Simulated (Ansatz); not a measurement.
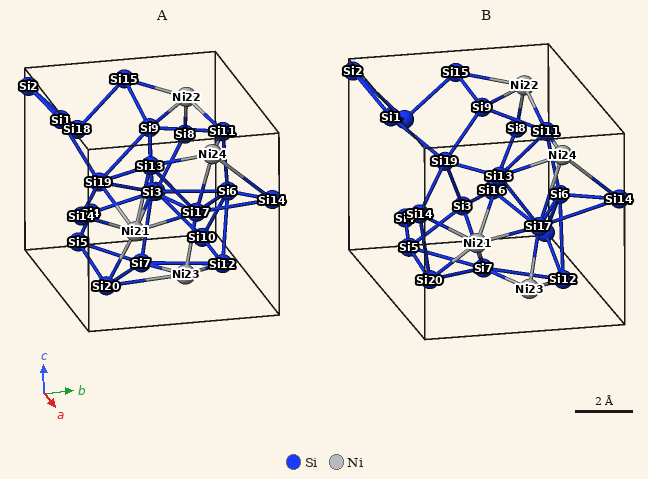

Two geometries of an amorphous cell of composition Si5Ni (coarse preliminary run), drawn at one scale. One is the start of a relaxation, the other its converged end. A ball-and-stick model of the cell of the calculation (origin shifted), seen from a free direction.

All numbers below come from DFT PBE, scalar-relativistic, plane waves, PAW (Ansatz 0.2.0). Set-up: plane-wave cutoff 420 eV; k-point mesh 2 × 2 × 2; occupations gaussian; smearing width 0.1 eV; mesh shifted by (0.5, 0.5, 0.5); no spin polarisation; cell and atoms relaxed; force threshold 0.04 eV/Å; at most 70 steps.

Q: Which of the two is the end point?

A: Structure B is the relaxed one. Case: the last frame of the dynamics. After 15 accepted moves (17 points after the start) the energy has fallen by 129 meV per atom. Largest force component: 1.3 eV/Å at the start, 0.038 eV/Å at the end. The pressure goes from 4.42 to 0.09 GPa. The line search rejected the trial step at point 13 of the run. The SCF was repeated once at an unchanged geometry on a basis and grid sized afresh for the cell, which shifted the energy by 0.9 meV per atom at most. The atom that moves furthest relative to the cell is Si3 (1.06 Å along [−1 −2 −2]). Largest moves by element: Si 1.06 Å, Ni 0.42 Å. Cell: a 7.162 → 7.319 Å (+2.2 %), b 7.140 → 7.338 Å (+2.8 %), c 7.068 → 7.282 Å (+3.0 %), α 93.6° → 92.0°, β 90.4° → 95.2°, γ 90.8° → 84.2°. Volume +7.4 %. Among the contacts that change: Si3–Si9 2.373 → 3.727 Å, Si6–Si19 2.391 → 3.504 Å, Si3–Si17 2.532 → 3.603 Å, Si5–Si19 2.918 → 3.914 Å. Among the angles between lasting bonds that change: Si3–Si19–Si9 55.8° → 102.3°, Si3–Si7–Ni23 86.1° → 131.5°, Si1–Si19–Si13 103.5° → 144.5°.

Limits of the set-up: the periodic images lie only 7.1 Å apart, so the values are limited by the cell's size; an element that often carries a moment was run without spin polarisation.
